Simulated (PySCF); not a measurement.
**C₄H₁₂OSi (SiH2Me(OiPr)): density, localisation and related maps**

Input file:

```
{"job": {"kind": "nmr", "xc": "PBE0", "basis": "pcSseg-1"}, "charge": 0, "multiplicity": 1}
Si     0.327839     1.597922     0.410561
H      0.463703     1.635540     1.902752
H      1.702401     1.744627    -0.174110
C     -0.810381     2.958826    -0.160252
H     -1.816012     2.821926     0.265590
H     -0.897243     2.959862    -1.257117
H     -0.431407     3.941689     0.160724
O     -0.326498     0.154342    -0.104301
C      0.362364    -1.073165    -0.237271
C     -0.417454    -1.935044    -1.210443
C      0.538995    -1.738052     1.117839
H      1.367189    -0.879344    -0.666818
H     -1.422806    -2.139472    -0.810787
H      0.092141    -2.894210    -1.386424
H     -0.531395    -1.415587    -2.172735
H      1.125228    -1.102751     1.799727
H     -0.443940    -1.918111     1.580446
H      1.060966    -2.702059     1.020359
```

Run with:

```sh
OMP_NUM_THREADS=1 python probes_run.py task.json out
```

Geometry: PBE0-D3(BJ)/def2-SVP.

Theory: PySCF 2.14.0, PBE0/pcSseg-1, SCF density, gas phase, non-relativistic.

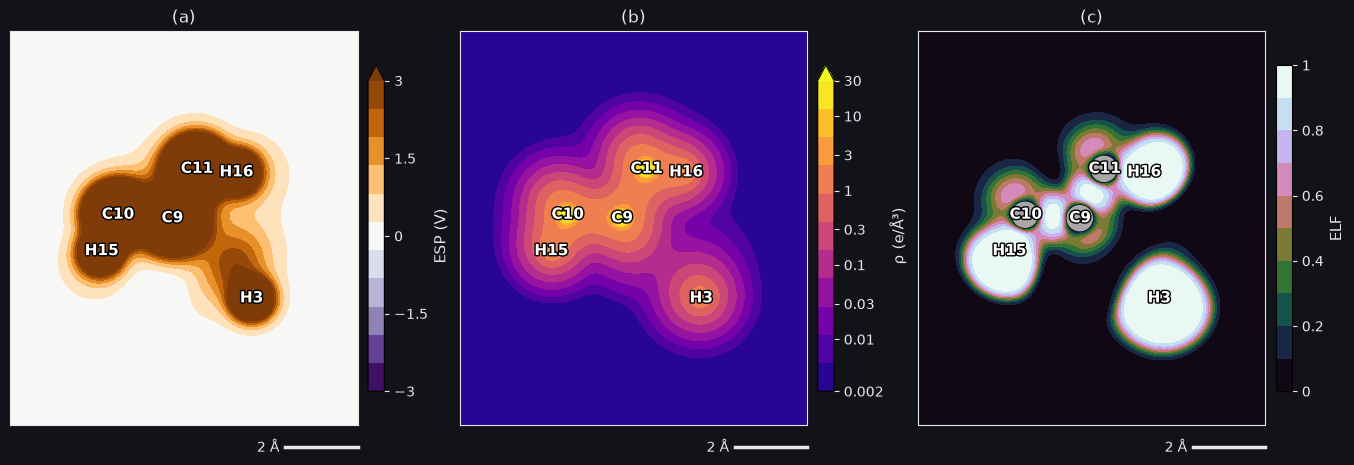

Figure 1. (a) electrostatic potential; (b) electron density; (c) ELF on the plane of atoms C9, C11 and H16. Grey discs cover the atomic cores in the ELF map.

Q: Describe what can be read from this map.

A: The plane passes through H and C nuclei. C–C (1.52 Å): ρ at the midpoint is about 1.7 e/Å³; the ELF peaks at about 0.95 between the atoms (a shared electron pair). C–H (1.10 Å): the density is about 1.9 e/Å³ at the midpoint; the ELF climbs to about 1 towards the hydrogen, as it does in any bond to H: an ordinary covalent bond to hydrogen. The potential has no marked negative region in this plane.

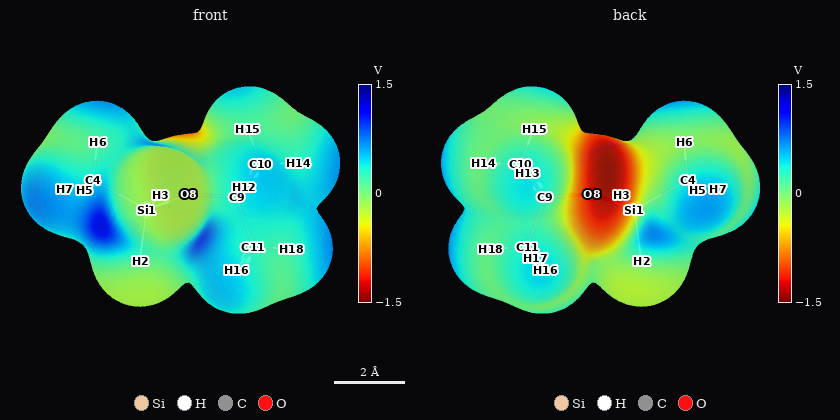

Figure 2. The electrostatic potential painted on the density surface at 0.002 e/bohr³, seen from the front and from behind; red is negative and blue positive.

Q: Which sites attract a positive test charge, and which a negative one?

A: A positive charge is drawn to the negative regions and a negative charge to the positive ones. The most negative region (about −1.4 V) lies over O8, the most positive (about +1.1 V) over Si1. O8 is the likeliest acceptor of a hydrogen bond.
